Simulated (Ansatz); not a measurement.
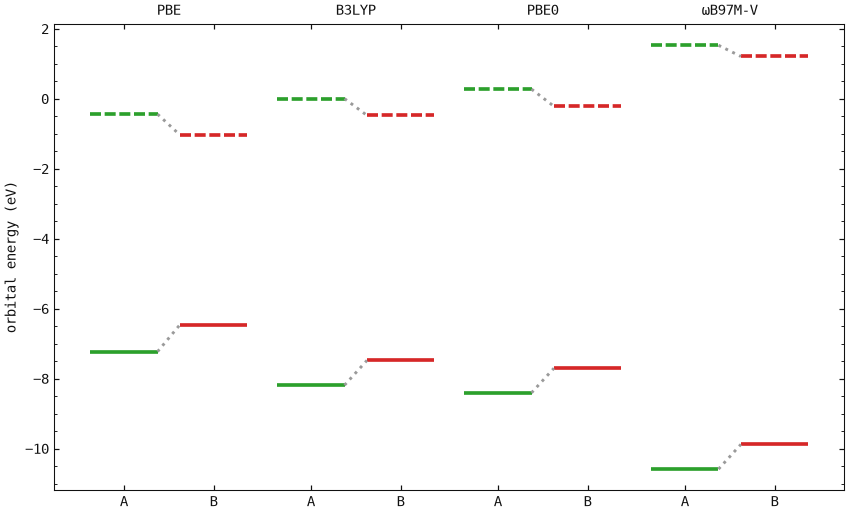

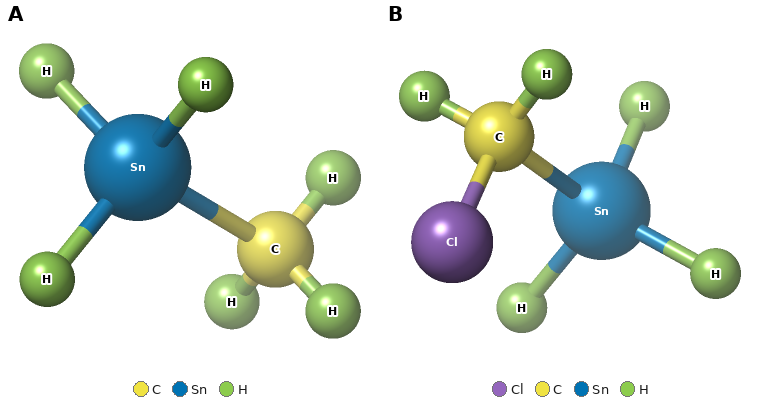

One change: A, CH₆Sn (SMILES [CH3][SnH3]), becomes B, CH₅ClSn (SMILES Cl[CH2][SnH3]). H on C is replaced by Cl. HOMO (solid) and LUMO (dashed) computed in def2-TZVPP at PBE0-D4/def2-TZVP geometries, both minima by their frequencies, gas phase, the Ansatz code. Empty levels above zero depend strongly on the basis.

What does the change do to HOMO and LUMO?

PBE: the HOMO rises by 0.77 eV, the LUMO falls by 0.60 eV, and the separation goes from 6.79 to 5.42 eV. B3LYP: the HOMO rises by 0.71 eV, the LUMO falls by 0.48 eV, and the separation goes from 8.19 to 7.00 eV. PBE0: the HOMO rises by 0.70 eV, the LUMO falls by 0.49 eV, and the separation goes from 8.68 to 7.49 eV. ωB97M-V: the HOMO rises by 0.71 eV, the LUMO falls by 0.32 eV, and the separation goes from 12.12 to 11.09 eV.

Do the functionals agree on the effect?

They agree on the direction for both levels; the HOMO shift lies between 0.70 and 0.77 eV and the LUMO shift between −0.60 and −0.32 eV, while the separations themselves differ by up to 5.7 eV between functionals.

Known limits of this run: core potentials past krypton; spin-orbit coupling is left out, and with Sn it can shift these values.
